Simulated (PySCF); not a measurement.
# C3H7BSi: the cost of one run

Computed with PySCF 2.14.0, with density-fitted response routines of our own, on a single molecule in the gas phase. Atoms count from 0, in the outputs and in this text.

### 1 The molecule as given

12 atoms, charge 0, multiplicity 1; geometry from: PBE0-D3(BJ)/def2-SVP.

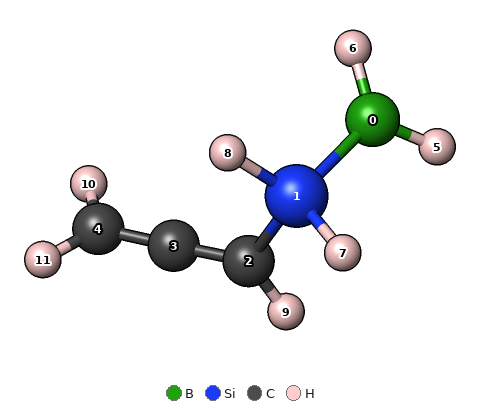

The starting geometry (boron green, silicon blue, carbon dark grey, hydrogen pink), atoms numbered.

### 2 Shielding tensors: PBE0/pcSseg-2

The job: settings as JSON, then the geometry in Å.

```
{"job": {"kind": "nmr", "xc": "PBE0", "basis": "pcSseg-2", "pop": false}, "charge": 0, "multiplicity": 1}
B     -2.161562     0.762121     0.636436
Si    -1.215432    -0.521636    -0.588968
C      0.387221    -0.825742     0.360908
C      1.507158    -0.214837     0.061460
C      2.608782     0.405486    -0.275758
H     -2.651164     0.361309     1.667389
H     -2.161319     1.954831     0.440318
H     -1.938651    -1.822867    -0.757360
H     -0.875647     0.024205    -1.937677
H      0.369956    -1.497113     1.230721
H      2.857523     1.385635     0.143513
H      3.314941    -0.041762    -0.982885
```

With the program's defaults for keys left out, this is: GIAO PBE0/pcSseg-2 NMR shielding, non-relativistic, gas phase.

On the command line:

```
$ OMP_NUM_THREADS=1 python probes_run.py task.json out
```

This one command runs all jobs of the session in turn.

Q: Estimate the wall time and peak memory of this first job on 1 thread of Arm Neoverse V1, shared host.

About 29 s, with a peak of 1.2 GiB.
